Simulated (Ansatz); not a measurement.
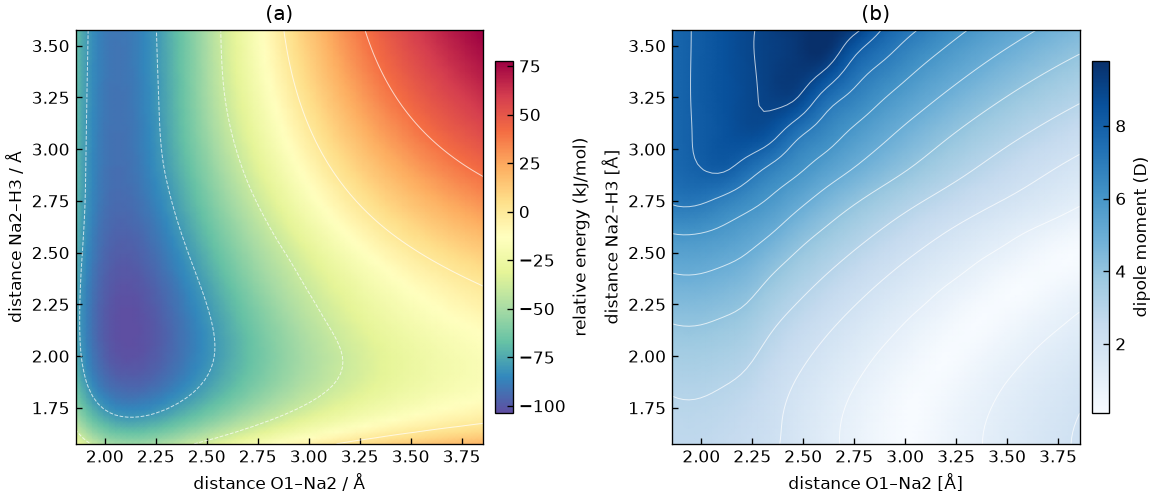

The system O + NaH, spin multiplicity 3. The first coordinate is: distance O1–Na2; the second: distance Na2–H3. Nothing is relaxed (the angle O1–Na2–H3 is fixed at 180 degrees). Grid: 16 × 16 points. All energies are given in kJ/mol relative to O far from the relaxed NaH (each part in its own basis). The calculation used UKS PBE0-D4/def2-SVPD in Ansatz 0.2.0.

Panel (a) is the energy; panel (b) is the computed dipole moment, in D.

Drawn: a smooth colour map with a few white contour lines. Between grid points the surface is interpolated.

> How does the dipole moment vary over the map, and what is it at the lowest grid point?

Leaving out the highest fifth of the energies, it runs from 0.1 D at distance O1–Na2 = 3.037 Å, distance Na2–H3 = 1.722 Å to 9.8 D at distance O1–Na2 = 2.599 Å, distance Na2–H3 = 3.576 Å. At the lowest grid point, distance O1–Na2 = 2.103 Å, distance Na2–H3 = 2.184 Å, it is 4.0 D.
